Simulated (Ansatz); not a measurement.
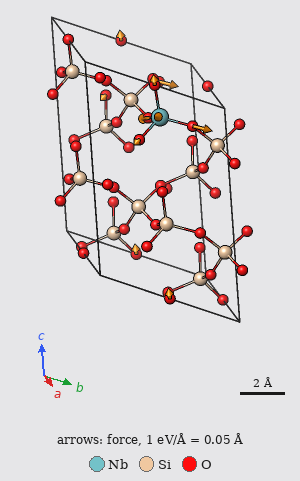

Starting geometry of a defect cell of composition NbSi11O24 with the computed forces as orange arrows. Style: ball-and-stick. Shown: the cell of the calculation, reduced to other axes (origin shifted), slightly off an axis. Lengths and directions refer to the drawn axes.

All numbers below come from DFT, PBE, plane-wave PAW, default files, scalar-relativistic (Ansatz 0.2.0). Set-up: plane-wave cutoff 420 eV; k-point mesh 3 × 3 × 4; occupations fermi dirac; smearing width 0.01 eV; collinear spin; atoms relaxed in a fixed cell; force threshold 0.03 eV/Å; at most 40 steps.

**What follows when this structure is relaxed?**

It isn't relaxed: the largest force vector, on an O atom, is 23.26 eV/Å. The final displacements follow the starting forces only in part (cosine between the two patterns 0.42). The largest move is that of an O atom, 0.62 Å along [3 2 2]. Largest moves by element: O 0.62 Å, Si 0.26 Å, Nb 0.18 Å. The cell doesn't change. Near-neighbour distances that change, for instance: Nb–O 1.527 → 1.913 Å, Nb–O 1.563 → 1.902 Å, Nb–O 1.659 → 1.922 Å, Nb–O 1.700 → 1.923 Å. Among the angles between lasting bonds that change: Nb–O–Si 146.5° → 121.1°, O–Nb–O 108.1° → 128.4°, O–Nb–O 112.0° → 128.6°. Over 9 accepted moves (10 points after the start) the energy falls by 9.619 eV per cell of the calculation. Largest force component: 16 eV/Å at the start, 0.014 eV/Å at the end. The line search rejected the trial step at point 9 of the run. The run took 4.6 min on 4 threads of AMD EPYC 9R45 96-Core Processor (Zen 5), with other jobs on the host, peak memory 3.1 GiB.

Limits of the set-up: the periodic images lie only 7.3 Å apart, so the values are limited by the cell's size.
